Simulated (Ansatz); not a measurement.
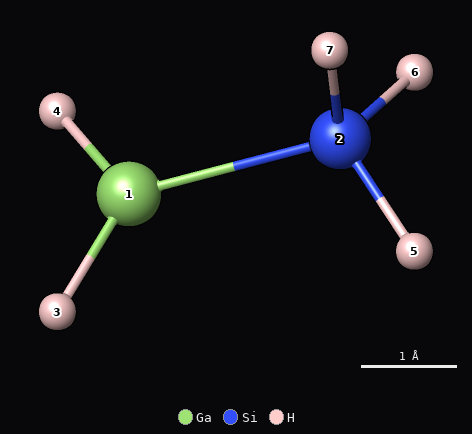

Fig. 1: The structure (ball-and-stick view, seen at an oblique angle; atoms are numbered from 1 in the order of the input). Sticks mark near contacts.

## GaSiH5: single-point calculation

System: GaSiH5.
Method: RHF-MP2, frozen core/def2-QZVPP (Ansatz 0.2.0).

The geometry comes from this level: PBE0-D4/def2-TZVP.

**Output**
```
Functional definition: HF
  name "HF"
  cite "Fock, Z. Phys. 61, 126 (1930) doi:10.1007/BF01340294"
  parent pbe
  exchange = exact_x
  correlation = 0
1869 factors; integrals over basis functions are off by at most 8.8e-4 eV
mean field evaluation 1: about -60275.5314 eV, gradient 1.4e1 eV
mean field evaluation 2: about -60275.5751 eV, gradient 1.4e1 eV
mean field evaluation 4: about -60276.6462 eV, gradient 4.1e0 eV
mean field evaluation 8: about -60276.6730 eV, gradient 1.4e-1 eV
mean field -60276.67310190 eV, -2215.1268794984 hartree, gradient 7.1e-7 eV, S^2 0.000000; 0 other end points of the search recorded, 0 dependent functions left out
14 core orbitals not correlated: weight in the atoms' cores, before any rotation towards them, 1.000 or more for the frozen orbitals, at most 0.000 for the correlated occupied ones
reference -60276.67310190 eV, -2215.1268794984 hartree; 11, 11 occupied and 284, 284 virtual orbitals, 1869 factors
second order -16.93733453 eV of doubles, -0.00000000 eV of singles
Total energy: -60293.61043643 eV, -2215.7493150617 hartree
```

This output came from the following input.

**Input file**
```yaml
crystal:
  periodic: [false, false, false]
  atoms:
    - {symbol: Ga, position_ang: [-0.567234, -1.173196, -0.540071]}
    - {symbol: Si, position_ang: [1.172142, -1.145051, 1.132737]}
    - {symbol: H, position_ang: [-0.214026, -1.206116, -2.072622]}
    - {symbol: H, position_ang: [-2.084917, -1.197066, -0.126977]}
    - {symbol: H, position_ang: [2.415561, -0.482752, 0.650713]}
    - {symbol: H, position_ang: [0.743208, -0.470528, 2.388978]}
    - {symbol: H, position_ang: [1.519880, -2.555037, 1.477254]}
basis:
  gaussian: {orbitals: "def2-QZVPP.json"}
correlation: {method: mp2}
```

Launch command:
```bash
ansatz run in.yaml --threads 8 --pin off --events-out ev --progress --plain --max-ram 19148MiB
```

**Results in brief**

```tsv
quantity	value
outcome	converged
total energy	−60293.6104 eV
mean-field energy	−60276.6731 eV
SCF solution under orbital rotations	stable
hardware	8 threads of Arm Neoverse V2, 23 GiB of memory available, shared host
wall time	2.9 s (CPU time 20 s)
peak memory	1 GiB
```
